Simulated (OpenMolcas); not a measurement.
# Relativistic diatomic calculation for OBe (part 2 of 2)

Continued. System: OBe. Method: SA-CASSCF(6,7)/XMS-CASPT2 + RASSI spin-orbit (X2C scalar, AMFI), ANO-RCC-VTZP (OpenMolcas).

Output (extracts), continued:
```
++ Dipole transition strengths (spin-free states):
     for osc. strength at least  1.00000000E-05
      From   To        Osc. strength     Einstein coefficients Ax, Ay, Az (sec-1)    Total A (sec-1)
         1   10       9.08502452E-03  1.67311099E+05  3.33033760E+04  0.00000000E+00  2.00614475E+05
         1   11       9.08502434E-03  3.33033742E+04  1.67311097E+05  0.00000000E+00  2.00614471E+05
         1    2       3.99883230E-02  0.00000000E+00  0.00000000E+00  9.69824034E+06  9.69824034E+06
         6   12       2.85322732E-04  5.95844038E+00  1.65466904E+04  0.00000000E+00  1.65526488E+04
         6   13       9.92828323E-02  2.74140300E+04  6.03403601E+07  0.00000000E+00  6.03677742E+07
         6   14       9.17092750E-02  6.37254257E+07  1.98062061E+06  0.00000000E+00  6.57060463E+07
         6   15       9.17947198E-02  1.98635690E+06  6.39060456E+07  0.00000000E+00  6.58924025E+07
         6   16       4.71859326E-02  3.42444448E+07  1.59901018E+04  0.00000000E+00  3.42604350E+07
         6   17       6.75978255E-02  8.18391418E+07  3.63170323E+04  0.00000000E+00  8.18754588E+07
         6    8       2.50314839E-03  0.00000000E+00  0.00000000E+00  3.64724827E+06  3.64724827E+06
         7   12       2.85320754E-04  1.65465366E+04  5.95848889E+00  0.00000000E+00  1.65524950E+04
         7   13       9.92827769E-02  6.03402825E+07  2.74140855E+04  0.00000000E+00  6.03676965E+07
         7   14       9.17054833E-02  1.98060858E+06  6.37226770E+07  0.00000000E+00  6.57032856E+07
         7   15       9.17944494E-02  6.39059772E+07  1.98618703E+06  0.00000000E+00  6.58921642E+07
         7   16       4.71900046E-02  1.59795645E+04  3.42473891E+07  0.00000000E+00  3.42633687E+07
         7   17       6.75976050E-02  3.63170559E+04  8.18388324E+07  0.00000000E+00  8.18751495E+07
         7    9       2.50311128E-03  0.00000000E+00  0.00000000E+00  3.64723512E+06  3.64723512E+06
        10    2       1.10270441E-02  1.08798099E+06  2.15931939E+05  0.00000000E+00  1.30391293E+06
        10    3       7.62024417E-02  3.30097476E+07  2.61483867E+07  0.00000000E+00  5.91581344E+07
        10    4       7.62369277E-02  2.61839636E+07  3.30546246E+07  0.00000000E+00  5.92385882E+07
        10    5       8.21446440E-02  1.06232755E+07  5.34236078E+07  0.00000000E+00  6.40468833E+07
        11    2       1.10270438E-02  2.15931915E+05  1.08798099E+06  0.00000000E+00  1.30391290E+06
        11    3       7.62023793E-02  2.61483554E+07  3.30097305E+07  0.00000000E+00  5.91580859E+07
        11    4       7.62369778E-02  3.30546864E+07  2.61839408E+07  0.00000000E+00  5.92386272E+07
        11    5       8.21446599E-02  5.34235791E+07  1.06233165E+07  0.00000000E+00  6.40468956E+07
        12    8       3.78857404E-02  1.68061561E+04  3.53532427E+07  0.00000000E+00  3.53700488E+07
        12    9       3.78809711E-02  3.53493084E+07  1.68042868E+04  0.00000000E+00  3.53661127E+07
        13    8       2.82573522E-03  2.45251404E+02  5.15743233E+05  0.00000000E+00  5.15988484E+05
        13    9       2.82576532E-03  5.15765758E+05  2.45262508E+02  0.00000000E+00  5.16011021E+05
        14    8       2.13068073E-04  2.68855295E+04  8.27818513E+02  0.00000000E+00  2.77133480E+04
        14    9       2.13041473E-04  8.27750036E+02  2.68832226E+04  0.00000000E+00  2.77109726E+04
        15    8       2.12591992E-04  8.22297983E+02  2.67058400E+04  0.00000000E+00  2.75281380E+04
        15    9       2.12566423E-04  2.67036901E+04  8.22216463E+02  0.00000000E+00  2.75259066E+04
        16   17       5.87297809E-02  0.00000000E+00  0.00000000E+00  3.62531393E+06  3.62531393E+06
        17    8       1.76447533E-04  2.00179187E+03  9.24079476E-01  0.00000000E+00  2.00271595E+03
        17    9       1.76464960E-04  9.24295935E-01  2.00225477E+03  0.00000000E+00  2.00317907E+03
 Electric-quadrupole - electric-quadrupole not included
 Electric-dipole - electric-octupole not included
 Electric-dipole - magnetic-quadrupole not included
   Eigenvalues of complex Hamiltonian:
  (Shifted by EMIN (a.u.) =        -89.7799805435)
 SO State       Relative EMIN(au)   Rel lowest level(eV)    D:o, cm**(-1)      Omega
     1            -0.0000023796        0.0000000000              0.0000         0.0
     2             0.0245854975        0.6690702205           5396.4153         2.0
     3             0.0245854975        0.6690702201           5396.4153         2.0
     4             0.0248118936        0.6752307734           5446.1035         1.0
     5             0.0248119421        0.6752320918           5446.1141         1.0
     6             0.0251278433        0.6838282031           5515.4464         0.0
     7             0.0251310702        0.6839160093           5516.1546         0.0
     8             0.0262589586        0.7146074160           5763.6975         1.0
     9             0.0262589602        0.7146074612           5763.6979         1.0
    10             0.0673534475        1.8328454277          14782.8953         1.0
    11             0.0673534475        1.8328454277          14782.8953         1.0
    12             0.0673534605        1.8328457822          14782.8982         0.0
    13             0.0868820235        2.3642450504          19068.9223         0.0
    14             0.1624174779        4.4196694755          35647.0383         1.0
    15             0.1624174778        4.4196694752          35647.0383         1.0
    16             0.1624213808        4.4197756808          35647.8949         0.0
    17             0.1740254616        4.7355388042          38194.6963         3.0
    18             0.1740254616        4.7355388042          38194.6963         3.0
    19             0.1741714341        4.7395109182          38226.7336         2.0
    20             0.1743132917        4.7433710617          38257.8677         2.0
    21             0.1744881632        4.7481295574          38296.2476         1.1
    22             0.1744881632        4.7481295572          38296.2476         1.1
    23             0.1751834382        4.7670489522          38448.8428         0.0
    24             0.1751893875        4.7672108429          38450.1485         1.0
    25             0.1751893876        4.7672108442          38450.1485         1.0
    26             0.1816711100        4.9435874956          39872.7222         2.0
    27             0.1817417174        4.9455088211          39888.2187         2.0
    28             0.1819949500        4.9523996309          39943.7968         0.0
    29             0.2190133618        5.9597219327          48068.3991         0.0
    30             0.2190152599        5.9597735842          48068.8157         1.0
    31             0.2190152599        5.9597735842          48068.8157         1.0
    32             0.2376402660        6.4665858186          52156.5320         2.0
    33             0.2376402673        6.4665858540          52156.5323         2.0
    34             0.2378139371        6.4713116482          52194.6484         1.0
    35             0.2378151818        6.4713455203          52194.9216         1.0
    36             0.2379851140        6.4759696095          52232.2174         0.0
    37             0.2379892745        6.4760828243          52233.1306         0.0
    38             0.2781723962        7.5695212685          61052.3064         1.0
    39             0.2781723962        7.5695212685          61052.3064         1.0
    40             0.2781862233        7.5698975224          61055.3411         0.0
    41             0.2781862827        7.5698991382          61055.3541         0.0
    42             0.2782001261        7.5702758378          61058.3924         1.0
    43             0.2782001289        7.5702759128          61058.3930         1.0
    44             0.2782140199        7.5706539062          61061.4417         2.0
    45             0.2782140200        7.5706539089          61061.4417         2.0
    46             0.2782279305        7.5710324339          61064.4947         3.0
    47             0.2782279305        7.5710324339          61064.4947         3.0
 Weights of the five most important spin-orbit-free states for each spin-orbit state.
 SO State  Total energy (au)           Spin-free states, spin, and weights
    1        -0.000002       1 0.0  0.9999    6 1.0  0.0000    7 1.0  0.0000   16 1.0  0.0000    8 1.0  0.0000
    2         0.024585       6 1.0  0.5000    7 1.0  0.5000    4 0.0  0.0000   19 2.0  0.0000   18 2.0  0.0000
    3         0.024585       6 1.0  0.5000    7 1.0  0.5000    3 0.0  0.0000   19 2.0  0.0000   18 2.0  0.0000
    4         0.024812       6 1.0  0.9691   10 0.0  0.0253   11 0.0  0.0056   12 1.0  0.0000   19 2.0  0.0000
    5         0.024812       7 1.0  0.9691   11 0.0  0.0253   10 0.0  0.0056   12 1.0  0.0000   18 2.0  0.0000
    6         0.025128       7 1.0  0.5000    6 1.0  0.4999   12 1.0  0.0001   18 2.0  0.0000   19 2.0  0.0000
    7         0.025131       7 1.0  0.5000    6 1.0  0.4999    1 0.0  0.0001    2 0.0  0.0000   16 1.0  0.0000
    8         0.026259      10 0.0  0.7926   11 0.0  0.1765    6 1.0  0.0309   12 1.0  0.0000   13 1.0  0.0000
    9         0.026259      11 0.0  0.7926   10 0.0  0.1765    7 1.0  0.0309   12 1.0  0.0000   13 1.0  0.0000
   10         0.067353      12 1.0  0.9999    7 1.0  0.0000    6 1.0  0.0000   11 0.0  0.0000   10 0.0  0.0000
   11         0.067353      12 1.0  0.9999    7 1.0  0.0000    6 1.0  0.0000   11 0.0  0.0000   10 0.0  0.0000
   12         0.067353      12 1.0  0.9999    7 1.0  0.0000    6 1.0  0.0000    8 1.0  0.0000    9 1.0  0.0000
   13         0.086882       2 0.0  1.0000    7 1.0  0.0000    6 1.0  0.0000   16 1.0  0.0000    8 1.0  0.0000
   14         0.162417      13 1.0  0.9995   16 1.0  0.0004   17 1.0  0.0000    9 1.0  0.0000   18 2.0  0.0000
   15         0.162417      13 1.0  0.9995   16 1.0  0.0004   17 1.0  0.0000    8 1.0  0.0000   19 2.0  0.0000
   16         0.162421      13 1.0  0.9999    5 0.0  0.0001    8 1.0  0.0000    9 1.0  0.0000   18 2.0  0.0000
   17         0.174025      14 1.0  0.6534   15 1.0  0.3466   19 2.0  0.0000   18 2.0  0.0000    8 1.0  0.0000
   18         0.174025      14 1.0  0.6534   15 1.0  0.3466   18 2.0  0.0000   19 2.0  0.0000    9 1.0  0.0000
   19         0.174171      14 1.0  0.9981    3 0.0  0.0019    4 0.0  0.0000    9 1.0  0.0000    8 1.0  0.0000
   20         0.174313      15 1.0  0.9981    4 0.0  0.0019    3 0.0  0.0000    8 1.0  0.0000    9 1.0  0.0000
   21         0.174488      15 1.0  0.6534   14 1.0  0.3466    9 1.0  0.0000    8 1.0  0.0000   16 1.0  0.0000
   22         0.174488      15 1.0  0.6534   14 1.0  0.3466    8 1.0  0.0000    9 1.0  0.0000   16 1.0  0.0000
   23         0.175183      16 1.0  1.0000    8 1.0  0.0000    9 1.0  0.0000    1 0.0  0.0000    2 0.0  0.0000
   24         0.175189      16 1.0  0.9995   13 1.0  0.0004    8 1.0  0.0000   19 2.0  0.0000   18 2.0  0.0000
   25         0.175189      16 1.0  0.9995   13 1.0  0.0004    9 1.0  0.0000   18 2.0  0.0000   19 2.0  0.0000
   26         0.181671       3 0.0  0.9981   14 1.0  0.0019   15 1.0  0.0000    8 1.0  0.0000    9 1.0  0.0000
   27         0.181742       4 0.0  0.9981   15 1.0  0.0019   14 1.0  0.0000    8 1.0  0.0000    9 1.0  0.0000
   28         0.181995       5 0.0  0.9999   13 1.0  0.0001    8 1.0  0.0000    9 1.0  0.0000   12 1.0  0.0000
   29         0.219013      17 1.0  0.9998    8 1.0  0.0001    9 1.0  0.0001    1 0.0  0.0000   18 2.0  0.0000
   30         0.219015      17 1.0  0.9999    8 1.0  0.0000    9 1.0  0.0000   13 1.0  0.0000   18 2.0  0.0000
   31         0.219015      17 1.0  0.9999    8 1.0  0.0000    9 1.0  0.0000   13 1.0  0.0000   18 2.0  0.0000
   32         0.237640       8 1.0  0.5018    9 1.0  0.4982    3 0.0  0.0000   14 1.0  0.0000    4 0.0  0.0000
   33         0.237640       8 1.0  0.5018    9 1.0  0.4982    4 0.0  0.0000   15 1.0  0.0000    3 0.0  0.0000
   34         0.237814       8 1.0  0.9999   17 1.0  0.0001   16 1.0  0.0000   15 1.0  0.0000   14 1.0  0.0000
   35         0.237815       9 1.0  0.9999   17 1.0  0.0001   16 1.0  0.0000   15 1.0  0.0000   14 1.0  0.0000
   36         0.237985       9 1.0  0.5018    8 1.0  0.4982    5 0.0  0.0000   13 1.0
```

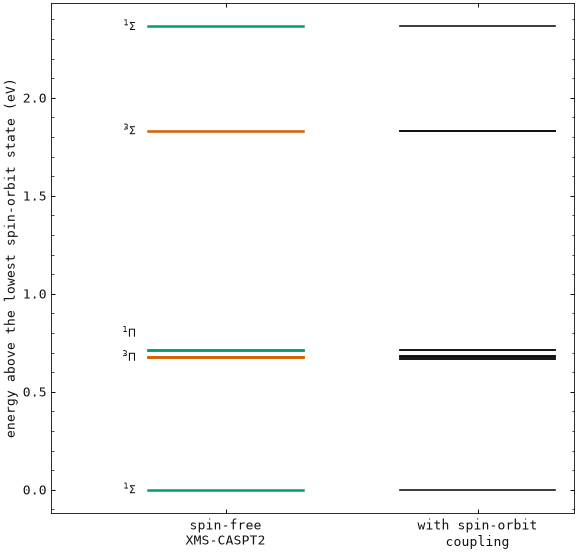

**Figure 2.** States up to 3.5 eV at 1.465 Å, without spin-orbit coupling (left, a colour for each spin multiplicity) and with it (right, where close levels merge). The spin-free states run ¹Σ (0.00 eV), ³Π (0.68 eV), ¹Π (0.71 eV), ³Σ (1.83 eV), ¹Σ (2.36 eV) from the lowest. The lowest spin-orbit levels have |Ω| = 0 (0 cm⁻¹), 2 (5,396 cm⁻¹), 1 (5,446 cm⁻¹), 0 (5,515 cm⁻¹), 1 (5,764 cm⁻¹).

Outcome of the run: converged.
